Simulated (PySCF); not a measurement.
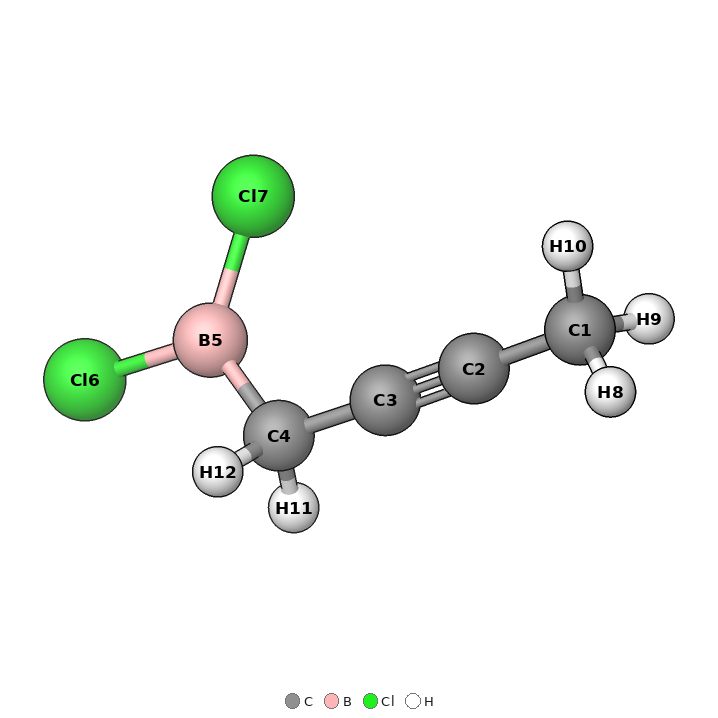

The geometry was computed by an optimisation with PBE0-D3(BJ)/def2-SVP. No frequency run is at hand to confirm it as a minimum. Method: delta-SCF UKS SCAN, pcX-1 on the ionised atom, pcseg-1 elsewhere, spin-free X2C (PySCF 2.14.0).

Give the core-electron binding energies (to vacuum; p and d levels without spin–orbit splitting) of C1 1s, C2 1s, C3 1s, C4 1s, B5 1s, Cl6 1s, Cl6 2p.

| atom | level | binding energy (eV) |
| --- | --- | --- |
| C1 | 1s | 291.6 |
| C2 | 1s | 290.2 |
| C3 | 1s | 290.2 |
| C4 | 1s | 291.4 |
| B5 | 1s | 198.1 |
| Cl6 | 1s | 2829.1 |
| Cl6 | 2p | 207.2 |
